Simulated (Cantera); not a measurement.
A closed system holds: 1 mol CCl4, 0.011 mol HCl, a varied amount of H2, equilibrated at 1075 K and 0.133 bar.

Method: chemical equilibrium by Gibbs-energy minimisation in Cantera with the NASA 1993 tables (ideal gas, pure condensed phases). Candidate condensed phases: C, C6H6, C7H8, C8H18; 91 gas species. The numbers say what is thermodynamically allowed, not how fast it happens.

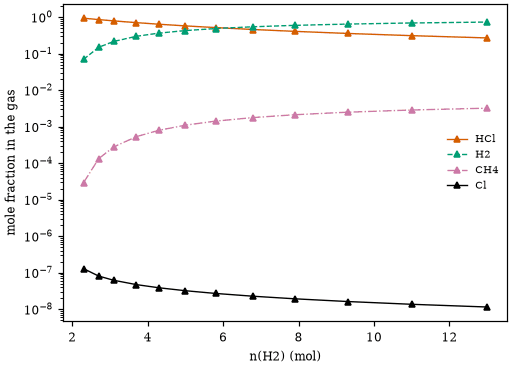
Figure. Equilibrium gas composition (values under 1e-9 drawn at 1e-9)

### Question
Read off the mole fractions at 5 mol H2.

### Answer
HCl about 0.57, H2 about 0.43, CH4 about 0.0011, Cl about 3.2e-8.
